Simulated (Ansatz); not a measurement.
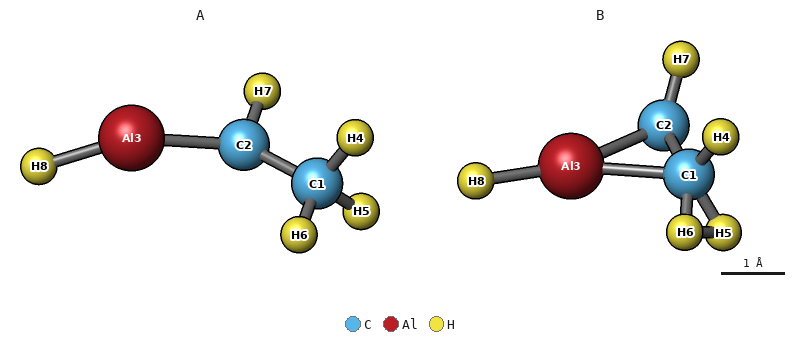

Two geometries of C₂H₅Al, drawn at one scale. One is the start of a relaxation, the other its converged end. A ball-and-stick model, seen from a free direction.

The calculation used RKS PBE-D4/def2-SVP in Ansatz 0.2.0. (force threshold 0.03 eV/Å; at most 250 steps)

**Which geometry has the lower energy?**

Structure A is the relaxed one. It is one of the separated reactants of a reaction. The energy falls by 4.071 eV in 13 accepted moves (14 points after the start). Largest force component: 5.1 eV/Å at the start, 0.021 eV/Å at the end. The line search rejected the trial step at point 10 of the run. H8 moves most after the best rigid fit: 0.90 Å. Largest moves by element: H 0.90 Å, C 0.82 Å, Al 0.78 Å. Among the contacts that change: C1–Al3 1.905 → 3.064 Å, Al3–H6 2.252 → 3.244 Å, H5–H6 0.925 → 1.784 Å, C1–C2 1.585 → 1.506 Å. Bonds break, among them: C1–Al3 (1.91 → 3.06 Å). Bond angles that change, for instance: C1–C2–Al3 65.4° → 132.3°, H5–C1–H6 51.0° → 106.7°, C2–C1–H6 145.4° → 113.4°.
